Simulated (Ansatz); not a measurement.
Computed frozen-phonon scan: WSi2 (MoSi2 type, space group I4/mmm)

Relaxed WSi₂ (MoSi2 type, space group I4/mmm):

```yaml
crystal:
  lattice:
    - [-1.60615, 1.60615, 3.90288]
    - [1.60615, -1.60615, 3.90288]
    - [1.60615, 1.60615, -3.90288]
  atoms:
    - { symbol: W, position: [0.00000, 0.00000, 0.00000] }
    - { symbol: Si, position: [0.33486, 0.33486, 0.00000] }
    - { symbol: Si, position: [0.66514, 0.66514, 0.00000] }
```

The atoms are displaced by Q × the pattern below (from a DFPT mode at Γ, largest move 1; Q in Å), at fixed cell. It is one choice among 2 degenerate patterns.

```
atom      x       y      z
----  -----  ------  -----
Si2   0.000   1.000  0.000
Si3   0.000  -1.000  0.000
```

Atoms not listed stay in place.

Computed with r2SCAN (plane waves to 500 eV, PAW, scalar-relativistic; Ansatz, a program for electronic structure). k mesh 20×20×20 (Γ-centred), Fermi-Dirac smearing 0.05 eV. The energy includes the smearing's −TS. Stress and pressure are positive under compression. With partly filled bands, energies and forces of such displacements shift with the k mesh and the smearing. Spin-orbit coupling is left out, though W is heavy. The PAW data are Ansatz's earlier set. WSi2 is run without spin polarisation. WSi2 was relaxed with its symmetry unable to fall. ΔE is measured from the undisplaced structure.

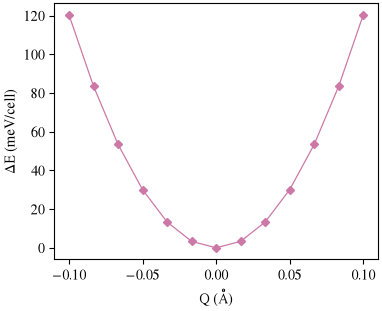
Fig. 1. ΔE (meV/cell) against Q (Å); computed points joined by lines.

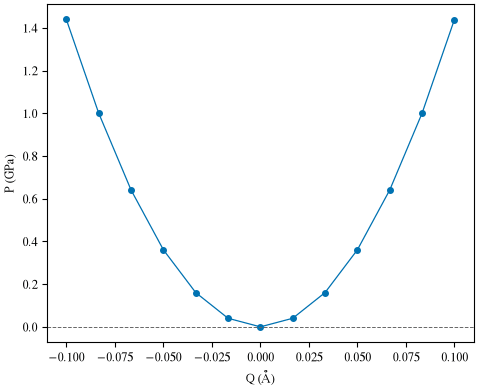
Figure. P (GPa) against Q (Å); one marker a computed point.

The energy at Q = 0.100 Å comes out as 120 meV/cell. Shape of the curve: a single well with its minimum at or next to zero displacement. Harmonic wavenumber from the curvature (finite differences): 341 cm⁻¹. Space group of the distorted cell: C2/m (No. 12), lowered from I4/mmm. Symmetry of the curve: even: the same for both signs.

E″ = 24.01 eV/Å², M = Σ mᵢ|uᵢ|² = 56.2 u, ν̃ = 521.5·√(|E″|/M).

(A displaced cell: forces are minus the slopes of the energy, force constants its curvatures, and phonons follow from these.)
